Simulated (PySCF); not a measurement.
**Technetium: the same states on changed settings**

Aim: see what changed settings do to total energies and their difference. The change: radial step 0.3 in ln r (0.13 in the sound run), unsound on purpose. A sound run of the same states serves as the yardstick.

The numbers are computed with PySCF 2.14.0 (unrestricted determinants in a Gaussian basis, no spin-orbit coupling in the energies), except any that are marked as measured or tabulated.

**1. What is computed**

```
Element     : technetium (Z = 43)
Basis       : x2c-TZVPall (8s6p6d1f, 63 functions)
Hamiltonian : scalar relativity by spin-free X2C-1e
State 1     : Tc: [Kr] 4d5 5s2, high-spin 6S determinant
State 2     : Tc⁺: [Kr] 4d5 5s1, high-spin 7S determinant
Methods     : PBE0, TPSS
```

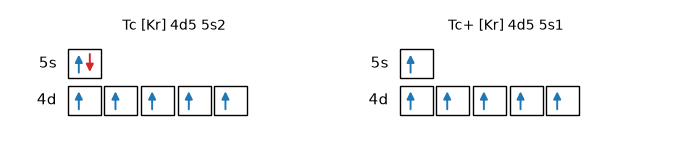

The shells outside the core, filled by Hund's rule for the drawing.

The sound run (x2c-TZVPall, the spin-free X2C one-electron Hamiltonian (Gaussian nucleus), symmetry-adapted start, fine grid, valence correlation) gave:

| species | method | energy (hartree) |
| --- | --- | --- |
| Tc | UHF | -4283.04649 |
| Tc | PBE0 | -4284.95085 |
| Tc | TPSS | -4285.09744 |
| Tc | MP2 (valence) | -4283.14349 |
| Tc⁺ | UHF | -4282.84294 |
| Tc⁺ | PBE0 | -4284.70392 |
| Tc⁺ | TPSS | -4284.84960 |
| Tc⁺ | MP2 (valence) | -4282.90549 |

The runs were made by one driver on top of PySCF. The scripts below sum up each run's settings (the driver also hands on starting orbitals that pick excited configurations, and frozen orbitals as a list rather than a count), and the logs come from the driver's own runs. The driver starts from symmetry-adapted Hartree-Fock orbitals, holds the occupation by maximum overlap and uses a logarithmic radial grid for functionals, so a plain start would take other cycles.

The driver's launch:

```
OMP_NUM_THREADS=1 python atomrun2.py TASK.json OUT
```

The integrals over 63 functions and the set-up took 2.2 s of CPU time.

The grid is set inside the driver, so the scripts do not show it: radial step 0.3 in ln r (0.13 in the sound run).

**2. Changed run, Tc**

**PBE0**

Input file input.py:

```python
from pyscf import gto, scf, dft, mp, cc
import basis_set_exchange as bse
mol = gto.M(atom="Tc 0 0 0", charge=0, spin=5, symmetry="D2h",
            basis=gto.basis.parse(bse.get_basis("x2c-TZVPall", elements=["Tc"], fmt="nwchem", header=False)),
            nucmod="G")
mf = dft.UKS(mol, xc="PBE0").sfx2c1e()
mf.irrep_nelec = {'Ag': (9, 7), 'B1g': (2, 1), 'B2g': (2, 1), 'B3g': (2, 1), 'B1u': (3, 3), 'B2u': (3, 3), 'B3u': (3, 3)}
mf.kernel()
```

The program printed:

```text
damping factor = 0
level_shift factor = 0
DIIS = <class 'pyscf.scf.diis.CDIIS'>
diis_start_cycle = 1
diis_space = 10
diis_damp = 0
SCF conv_tol = 1e-09
SCF conv_tol_grad = None
number electrons alpha = 24  beta = 19
XC functionals = PBE0
    C. Adamo and V. Barone.,  J. Chem. Phys. 110, 6158 (1999)
    M. Ernzerhof and G. E. Scuseria.,  J. Chem. Phys. 110, 5029 (1999)
cycle= 1 E= -4284.95671139106  delta_E= -0.0103  |g|= 0.0365  |ddm|= 0.416
cycle= 2 E= -4284.95699554897  delta_E= -0.000284  |g|= 0.0098  |ddm|= 0.0691
cycle= 3 E= -4284.95701608736  delta_E= -2.05e-05  |g|= 0.00362  |ddm|= 0.0258
cycle= 4 E= -4284.9570197828  delta_E= -3.7e-06  |g|= 0.00132  |ddm|= 0.00488
cycle= 5 E= -4284.95702037492  delta_E= -5.92e-07  |g|= 3.58e-05  |ddm|= 0.00467
cycle= 6 E= -4284.95702037683  delta_E= -1.91e-09  |g|= 8.21e-06  |ddm|= 0.000349
cycle= 7 E= -4284.95702037688  delta_E= -5.09e-11  |g|= 3.19e-07  |ddm|= 5.67e-05
converged SCF energy = -4284.95702037688  <S^2> = 8.7658884  2S+1 = 6.0052938
```

It took 1.3 s on 1 thread of Neoverse-N1, shared host, the integrals not counted.

The occupied shells:

| shell | electrons | mean orbital energy (eV) | spread (eV) | rms radius (bohr) |
| --- | --- | --- | --- | --- |
| 1s β | 1 | -20916.6 | 0 | 0.0394 |
| 1s α | 1 | -20916.6 | 0 | 0.0394 |
| 2s α | 1 | -3003.9 | 0 | 0.162 |
| 2s β | 1 | -3003.2 | 0 | 0.162 |
| 2p α | 3 | -2687.7 | 0 | 0.144 |
| 2p β | 3 | -2687.0 | 0 | 0.144 |
| 3s α | 1 | -531.69 | 0 | 0.444 |
| 3s β | 1 | -531.30 | 0 | 0.444 |
| 3p α | 3 | -427.06 | 0 | 0.448 |
| 3p β | 3 | -426.61 | 0 | 0.448 |
| 3d α | 5 | -257.46 | 0 | 0.437 |
| 3d β | 5 | -256.63 | 0 | 0.437 |
| 4s α | 1 | -79.266 | 0 | 1.13 |
| 4s β | 1 | -75.232 | 0 | 1.13 |
| 4p α | 3 | -50.259 | 0 | 1.26 |
| 4p β | 3 | -45.483 | 0 | 1.26 |
| 4d α | 5 | -9.531 | 0 | 1.85 |
| 5s α | 1 | -6.176 | 0 | 3.63 |
| 5s β | 1 | -4.831 | 0 | 3.63 |

⟨S²⟩ = 8.766, ⟨L²⟩ = 0.00.

**TPSS**

input.py, as changed from the run before:

```diff
@@ -5,3 +5,3 @@
             nucmod="G")
-mf = dft.UKS(mol, xc="PBE0").sfx2c1e()
+mf = dft.UKS(mol, xc="TPSS").sfx2c1e()
 mf.irrep_nelec = {'Ag': (9, 7), 'B1g': (2, 1), 'B2g': (2, 1), 'B3g': (2, 1), 'B1u': (3, 3), 'B2u': (3, 3), 'B3u': (3, 3)}
```

The program printed:

```text
damping factor = 0
level_shift factor = 0
DIIS = <class 'pyscf.scf.diis.CDIIS'>
diis_start_cycle = 1
diis_space = 10
diis_damp = 0
SCF conv_tol = 1e-09
SCF conv_tol_grad = None
number electrons alpha = 24  beta = 19
XC functionals = TPSS
    J. Tao, J. P. Perdew, V. N. Staroverov, and G. E. Scuseria.,  Phys. Rev. Lett. 91, 146401 (2003)
    J. P. Perdew, J. Tao, V. N. Staroverov, and G. E. Scuseria.,  J. Chem. Phys. 120, 6898 (2004)
    J. Tao, J. P. Perdew, V. N. Staroverov, and G. E. Scuseria.,  Phys. Rev. Lett. 91, 146401 (2003)
    J. P. Perdew, J. Tao, V. N. Staroverov, and G. E. Scuseria.,  J. Chem. Phys. 120, 6898 (2004)
cycle= 1 E= -4285.1025066495  delta_E= -0.0153  |g|= 0.0812  |ddm|= 0.462
cycle= 2 E= -4285.10271300074  delta_E= -0.000206  |g|= 0.05  |ddm|= 0.11
cycle= 3 E= -4285.10297621243  delta_E= -0.000263  |g|= 0.012  |ddm|= 0.0432
cycle= 4 E= -4285.10301734412  delta_E= -4.11e-05  |g|= 0.000384  |ddm|= 0.0166
cycle= 5 E= -4285.10301749102  delta_E= -1.47e-07  |g|= 0.000115  |ddm|= 0.00238
cycle= 6 E= -4285.10301749791  delta_E= -6.89e-09  |g|= 7.68e-06  |ddm|= 0.000322
cycle= 7 E= -4285.10301749793  delta_E= -2.36e-11  |g|= 3.21e-08  |ddm|= 2.26e-05
converged SCF energy = -4285.10301749793  <S^2> = 8.7670128  2S+1 = 6.0056683
```

It took 2.4 s on 1 thread of Neoverse-N1, shared host, the integrals not counted.

**3. Changed run, Tc⁺, method by method**

**PBE0**

Input file input.py:

```python
from pyscf import gto, scf, dft, mp, cc
import basis_set_exchange as bse
mol = gto.M(atom="Tc 0 0 0", charge=1, spin=6, symmetry="D2h",
            basis=gto.basis.parse(bse.get_basis("x2c-TZVPall", elements=["Tc"], fmt="nwchem", header=False)),
            nucmod="G")
mf = dft.UKS(mol, xc="PBE0").sfx2c1e()
mf.irrep_nelec = {'Ag': (9, 6), 'B1g': (2, 1), 'B2g': (2, 1), 'B3g': (2, 1), 'B1u': (3, 3), 'B2u': (3, 3), 'B3u': (3, 3)}
mf.kernel()
```

The program printed:

```text
damping factor = 0
level_shift factor = 0
DIIS = <class 'pyscf.scf.diis.CDIIS'>
diis_start_cycle = 1
diis_space = 10
diis_damp = 0
SCF conv_tol = 1e-09
SCF conv_tol_grad = None
number electrons alpha = 24  beta = 18
XC functionals = PBE0
    C. Adamo and V. Barone.,  J. Chem. Phys. 110, 6158 (1999)
    M. Ernzerhof and G. E. Scuseria.,  J. Chem. Phys. 110, 5029 (1999)
cycle= 1 E= -4284.70982677142  delta_E= -0.0067  |g|= 0.0344  |ddm|= 0.223
cycle= 2 E= -4284.70992584747  delta_E= -9.91e-05  |g|= 0.00847  |ddm|= 0.034
cycle= 3 E= -4284.70993247653  delta_E= -6.63e-06  |g|= 0.0011  |ddm|= 0.0101
cycle= 4 E= -4284.70993273595  delta_E= -2.59e-07  |g|= 0.000594  |ddm|= 0.00137
cycle= 5 E= -4284.70993280655  delta_E= -7.06e-08  |g|= 1.13e-05  |ddm|= 0.0011
cycle= 6 E= -4284.70993280661  delta_E= -5.64e-11  |g|= 3.36e-07  |ddm|= 5.94e-05
converged SCF energy = -4284.70993280661  <S^2> = 12.000689  2S+1 = 7.0001968
```

It took 1.1 s on 1 thread of Neoverse-N1, shared host, the integrals not counted.

Orbital energies by shell (radii are means over both spins):

| shell | electrons | mean orbital energy (eV) | spread (eV) | rms radius (bohr) |
| --- | --- | --- | --- | --- |
| 1s α | 1 | -20924.1 | 0 | 0.0394 |
| 1s β | 1 | -20924.1 | 0 | 0.0394 |
| 2s α | 1 | -3011.5 | 0 | 0.162 |
| 2s β | 1 | -3010.7 | 0 | 0.162 |
| 2p α | 3 | -2695.2 | 0 | 0.144 |
| 2p β | 3 | -2694.6 | 0 | 0.144 |
| 3s α | 1 | -539.24 | 0 | 0.444 |
| 3s β | 1 | -538.80 | 0 | 0.444 |
| 3p α | 3 | -434.61 | 0 | 0.448 |
| 3p β | 3 | -434.13 | 0 | 0.448 |
| 3d α | 5 | -265.01 | 0 | 0.437 |
| 3d β | 5 | -264.14 | 0 | 0.437 |
| 4s α | 1 | -86.886 | 0 | 1.13 |
| 4s β | 1 | -82.629 | 0 | 1.13 |
| 4p α | 3 | -57.890 | 0 | 1.26 |
| 4p β | 3 | -52.896 | 0 | 1.26 |
| 4d α | 5 | -17.099 | 0 | 1.80 |
| 5s α | 1 | -12.825 | 0 | 3.19 |

⟨S²⟩ = 12.001, ⟨L²⟩ = 0.00.

**TPSS**

input.py, as changed from the run before:

```diff
@@ -5,3 +5,3 @@
             nucmod="G")
-mf = dft.UKS(mol, xc="PBE0").sfx2c1e()
+mf = dft.UKS(mol, xc="TPSS").sfx2c1e()
 mf.irrep_nelec = {'Ag': (9, 6), 'B1g': (2, 1), 'B2g': (2, 1), 'B3g': (2, 1), 'B1u': (3, 3), 'B2u': (3, 3), 'B3u': (3, 3)}
```

The program printed:

```text
damping factor = 0
level_shift factor = 0
DIIS = <class 'pyscf.scf.diis.CDIIS'>
diis_start_cycle = 1
diis_space = 10
diis_damp = 0
SCF conv_tol = 1e-09
SCF conv_tol_grad = None
number electrons alpha = 24  beta = 18
XC functionals = TPSS
    J. Tao, J. P. Perdew, V. N. Staroverov, and G. E. Scuseria.,  Phys. Rev. Lett. 91, 146401 (2003)
    J. P. Perdew, J. Tao, V. N. Staroverov, and G. E. Scuseria.,  J. Chem. Phys. 120, 6898 (2004)
    J. Tao, J. P. Perdew, V. N. Staroverov, and G. E. Scuseria.,  Phys. Rev. Lett. 91, 146401 (2003)
    J. P. Perdew, J. Tao, V. N. Staroverov, and G. E. Scuseria.,  J. Chem. Phys. 120, 6898 (2004)
cycle= 1 E= -4284.85457739374  delta_E= -0.0106  |g|= 0.0765  |ddm|= 0.279
cycle= 2 E= -4284.8547245077  delta_E= -0.000147  |g|= 0.0426  |ddm|= 0.0538
cycle= 3 E= -4284.854886499  delta_E= -0.000162  |g|= 0.00857  |ddm|= 0.0271
cycle= 4 E= -4284.85490445479  delta_E= -1.8e-05  |g|= 0.000277  |ddm|= 0.00808
cycle= 5 E= -4284.8549044819  delta_E= -2.71e-08  |g|= 3.84e-05  |ddm|= 0.000358
cycle= 6 E= -4284.85490448243  delta_E= -5.35e-10  |g|= 6.09e-07  |ddm|= 5.91e-05
converged SCF energy = -4284.85490448243  <S^2> = 12.000564  2S+1 = 7.0001611
```

It took 2.1 s on 1 thread of Neoverse-N1, shared host, the integrals not counted.

**4. What moved**

| species | method | converged | energy less sound run (eV) |
| --- | --- | --- | --- |
| Tc | PBE0 | yes | -0.1679 |
| Tc | TPSS | yes | -0.1517 |
| Tc⁺ | PBE0 | yes | -0.1635 |
| Tc⁺ | TPSS | yes | -0.1444 |

Ionisation energy of Tc:

| method | sound run (eV) | changed run (eV) | shift (eV) |
| --- | --- | --- | --- |
| UHF | 5.539 | 5.539 | +0.000 |
| PBE0 | 6.719 | 6.724 | +0.004 |
| TPSS | 6.744 | 6.751 | +0.007 |

**5. What came out**

| quantity | value |
| --- | --- |
| change | radial step 0.3 in ln r (0.13 in the sound run) |
| runs converged | 4 of 4 |
| largest shift of a converged total energy | 0.168 eV |
| largest shift of the ionisation energy | +0.007 eV (TPSS) |

The difference hardly moves. A coarse radial grid mis-integrates the density and the exchange-correlation energy, with errors of either sign; Hartree-Fock needs no grid. The setting is unsound on purpose, so these numbers are no properties of the atom.
